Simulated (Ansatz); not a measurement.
## Ligand exchange: BBr2Cl + SiH4 → BHBr2 + SiH3Cl

Species: BBr2Cl `ClB(Br)Br`, singlet; SiH4 (silane) `[SiH4]`, singlet; BHBr2 `BrBBr`, singlet; SiH3Cl (chlorosilane) `[SiH3]Cl`, singlet. The partners trade Cl for H: B–Cl and Si–H bonds give way to B–H and Si–Cl.

Shapes, held fixed at every level: PBE0-D4/def2-TZVP. Programs: Ansatz 0.2.0. The zero-point and thermal change to 298 K, harmonic and unscaled (PBE0-D4/def2-TZVP), is +4.3 kJ/mol.

```tsv
level	kind	ΔH(298 K) (kJ/mol)	less CCSD(T)/def2-TZVPP
HF/def2-SVP	Hartree–Fock	-14.4	-2.8
SPW92/def2-TZVPP	LDA	+2.0	+13.6
B3LYP-D4/def2-TZVPP	global hybrid	-11.0	+0.6
BHLYP-D4/def2-TZVPP	global hybrid	-17.1	-5.5
r2SCAN0-D4/def2-TZVPP	global hybrid	-13.2	-1.6
wB97M-V/def2-TZVPP	range-separated hybrid	-12.8	-1.2
CCSD/def2-TZVPP	coupled cluster or CI	-15.3	-3.7
CCSD(T)/def2-TZVPP	coupled cluster or CI	-11.6	0.0
```

The highest level, CCSD(T)/def2-TZVPP, gives ΔH(298 K) = -11.6 kJ/mol; the levels span -17.1 to +2.0. They disagree on the sign: 1 of 8 are positive. The column of differences is taken from that level and isn't an error. No measured value is set beside it here. Relativity is left out for Br. Outer-core shells of Br are correlated in most correlated rows, in sets that cover them unevenly.

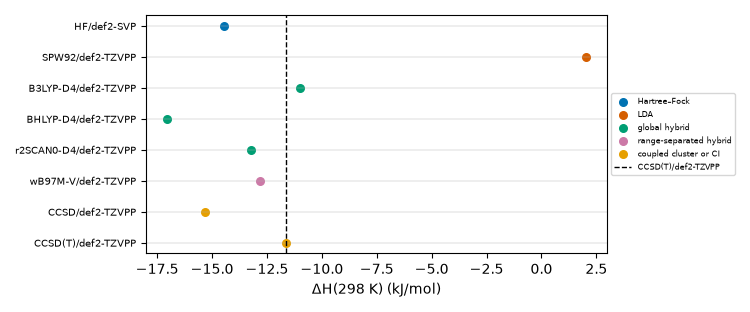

The values of the table, level by level.
